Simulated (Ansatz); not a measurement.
# B2PLYP/def2-TZVPP run of H2S2 (SMILES SS)

What is the vertical ionisation energy of H2S2 at B2PLYP/def2-TZVPP? 

Program for the calculation: Ansatz 0.2.0.

32 further runs of the same task are left out: 32 set aside as unsound or not needed.

## 1. The molecule

H2S2: 4 atoms, total charge 0, spin state singlet. As SMILES, `SS`. Geometry: relaxed at PBE0-D4/def2-TZVP.

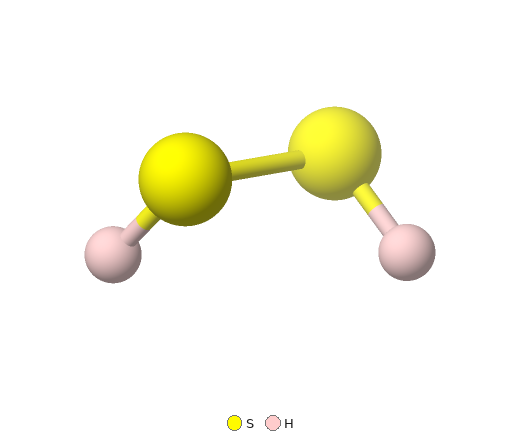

Viewed from a chosen angle; sulfur yellow, hydrogen pink.

## 2. The energy at B2PLYP/def2-TZVPP

Input file job.yaml:

```yaml
crystal:
  periodic: [false, false, false]
  atoms:
    - symbol: S
      position_ang: [0.784480, -0.789210, 0.166690]
    - symbol: S
      position_ang: [0.060220, 1.121560, 0.067360]
    - symbol: H
      position_ang: [-0.225420, -1.352590, 0.856880]
    - symbol: H
      position_ang: [-0.619290, 1.020250, -1.090950]
basis:
  gaussian: {orbitals: def2-TZVPP}
hamiltonian: {xc: {name: B2PLYP}}
correlation: {frozen_orbitals: {H: 0, S: 5}}
accuracy: high
output: {orbitals: {seedname: orbitals}}
```

On the command line:

```console
$ ansatz run job.yaml --threads 1 --pin off --max-ram 3480MiB --events-out events.jsonl --progress --plain --runs-dir runs
```

What it wrote:

```text
Warning: RAYON_NUM_THREADS=1 ignored (pool sized by the plan → 1); use --threads N
Functional definition: B2PLYP
  name "B2PLYP"
  parameter a = 0.53
  parameter c = 0.27
  exchange = (1 - a)*b88_x + a*exact_x
  correlation = (1 - c)*lyp_c + c*(mp2_os + mp2_ss)
1799 factors; integrals over basis functions are off by at most 3.8e-9 eV
mean field evaluation 1: about -21693.4942 eV, gradient 9.6e0 eV
mean field evaluation 2: about -21693.5844 eV, gradient 9.6e0 eV
mean field evaluation 4: about -21693.8727 eV, gradient 8.7e-1 eV
mean field evaluation 8: about -21693.8755 eV, gradient 1.8e-2 eV
mean field evaluation 16: about -21693.8755 eV, gradient 1.5e-5 eV
mean field -21693.87553377 eV, -797.2352212292 hartree, gradient 7.9e-8 eV, S^2 0.000000; 0 other end points of the search recorded, 0 dependent functions left out
10 core orbitals not correlated: weight in the atoms' cores, before any rotation towards them, 1.000 or more for the frozen orbitals, at most 0.000 for the correlated occupied ones
reference -21693.87555361 eV, -797.2352219581 hartree; 7, 7 occupied and 95, 95 virtual orbitals, 1799 factors
second order -11.99976034 eV of doubles, -0.00000000 eV of singles
Total energy: -21697.11548890 eV, -797.3542873839 hartree
```

Run time: 7.2 s. Hardware: 1 thread of Arm Neoverse V2, shared host; peak memory 0.29 GiB.

## 3. The doublet cation

Input file in.yaml:

```yaml
crystal:
  periodic: [false, false, false]
  atoms:
    - {symbol: S, position_ang: [0.784480, -0.789210, 0.166690]}
    - {symbol: S, position_ang: [0.060220, 1.121560, 0.067360]}
    - {symbol: H, position_ang: [-0.225420, -1.352590, 0.856880]}
    - {symbol: H, position_ang: [-0.619290, 1.020250, -1.090950]}
basis:
  gaussian:
    orbitals: def2-TZVPP
correlation:
  frozen_orbitals: {H: 0, S: 5}
output:
  orbitals: {seedname: orbitals}
hamiltonian:
  xc: {name: B2PLYP}
magnetization:
  spin_polarized: true
  initial_magnetization: 1
accuracy: high
total_charge: 1
```

On the command line:

```console
$ ansatz run in.yaml --threads 1 --pin off --max-ram 3480MiB --events-out events.jsonl --progress --plain --runs-dir runs
```

What it wrote, shortened:

```text
Warning: RAYON_NUM_THREADS=1 ignored (pool sized by the plan → 1); use --threads N
[... 2 set-up lines as earlier in the session ...]
[...]
1799 factors; integrals over basis functions are off by at most 3.8e-9 eV
[...]
mean field -21684.22180776 eV, -796.8804533418 hartree, gradient 4.6e-8 eV, S^2 0.759804; 2 other end points of the search recorded, 0 dependent functions left out
10 core orbitals not correlated: weight in the atoms' cores, before any rotation towards them, 1.000 or more for the frozen orbitals, at most 0.000 for the correlated occupied ones
reference -21684.22182804 eV, -796.8804540870 hartree; 7, 6 occupied and 95, 96 virtual orbitals, 1799 factors
second order -10.88372851 eV of doubles, -0.00000000 eV of singles
Total energy: -21687.16043474 eV, -796.9884458913 hartree
```

Wall time 18 s (1 thread of Arm Neoverse V2, shared host); peak memory 0.37 GiB.

## 4. Summary of results

Level: B2PLYP/def2-TZVPP, 10 core orbitals frozen.

| quantity | value |
| --- | --- |
| singlet H2S2: total energy | -797.35429 Eh |
| singlet H2S2: HOMO energy (SCF part's orbitals) | -8.56 eV |
| singlet H2S2: LUMO energy (SCF part's orbitals) | 0.53 eV |
| singlet H2S2: HOMO–LUMO gap (SCF part's orbitals) | 9.09 eV |
| doublet cation: total energy | -796.98845 Eh |
| doublet cation: HOMO energy (SCF part's orbitals) (highest over α and β) | -15.17 eV |
| doublet cation: LUMO energy (SCF part's orbitals) (lowest over α and β) | -10.73 eV |
| doublet cation: ⟨S²⟩ | 0.760 |
| vertical ionisation energy (to the doublet cation) | 9.955 eV |

The vertical ionisation energy comes to 9.96 eV (961 kJ/mol). The negative HOMO energy of the first species, 8.56 eV, lies 1.40 eV below that difference.
